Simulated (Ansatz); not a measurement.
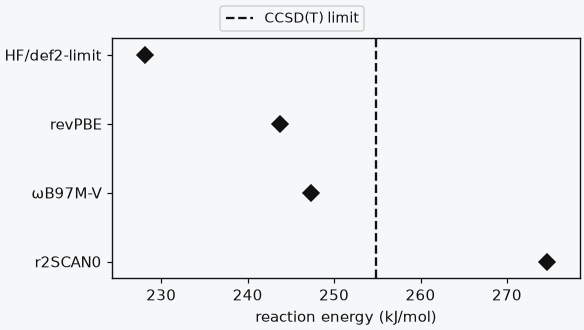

Electronic reaction energy of GeSiH₅Cl ([SiH3][GeH2][Cl]) → GeH₃Cl ([Cl][GeH3]) + SiH₂ ([SiH2]) [singlet] (SMILES in brackets) at several levels (functionals in def2-TZVPP unless a basis is named), isolated molecules at PBE0-D4 triple-zeta geometries, minima by their frequencies, no zero-point or thermal terms, the Ansatz code 0.2.0. The line is frozen-core CCSD(T) at the basis limit (MP2 extrapolated from triple and quadruple zeta, plus CCSD(T) less MP2 in a smaller set). No dispersion term is added to revPBE and r2SCAN0. The limit lies 8.3 kJ/mol from CCSD(T)/def2-TZVPP, so the line itself is uncertain by a part of that.

Q: What do zero-point energy and temperature add?

A: Zero-point change −14.9 kJ/mol; at 298.15 K and 1 bar the CCSD(T) limit plus thermal terms gives an enthalpy of reaction of 243.2 and a free energy of 203.1 kJ/mol (harmonic PBE0-D4 modes, ideal gas).

Q: Which level comes closest to the line (CCSD(T) limit), and which misses most?

A: Closest ωB97M-V (247.3 kJ/mol), against 254.8 kJ/mol; farthest HF/def2-limit (228.1 kJ/mol).

Known limits of this run: no scalar relativity up to krypton; outer-core shells are correlated without core-valence functions, which makes the correlated values less sure.
